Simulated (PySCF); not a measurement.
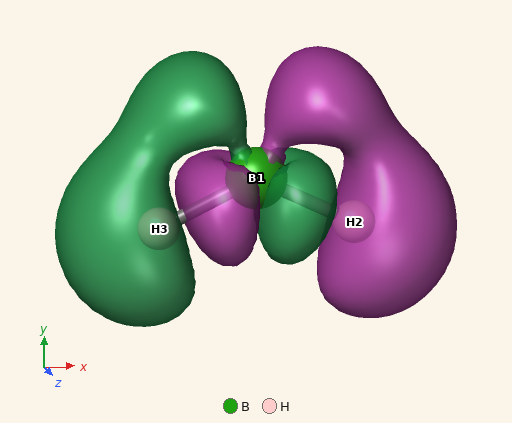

BH2, doublet, SMILES `[BH2]`. Change of the electron density in a uniform field of 0.10 V/Å, surfaces at ±0.0005 e/Å³ (green: gain, purple: loss).

Level of theory: PBE/6-31+G* (PySCF), at a geometry from GFN2-xTB. No frequency check shows the geometry to be a minimum. The basis has diffuse s and p functions alone, which still leaves polarisabilities too small, most of all across bonds. The stability of the open-shell solution wasn't checked. GFN2-xTB doesn't know the spin state, so this open-shell geometry is rough.

Geometry (Å), atoms numbered from 1:

```
B1       0.0000    0.1443    0.0000
H2       1.0435   -0.3607    0.0000
H3      -1.0435   -0.3607    0.0000
```

The field was applied in both directions; the picture shows the one opposite to the script's first.

Along which Cartesian direction does the field point?

Along +x: electrons gather on the −x side, against the field.

What dipole is induced, and what polarisability does it imply?

The induced dipole is 0.09 D (along the field); α along this axis, from the fields in both directions, is 18 bohr³ (2.6 Å³).
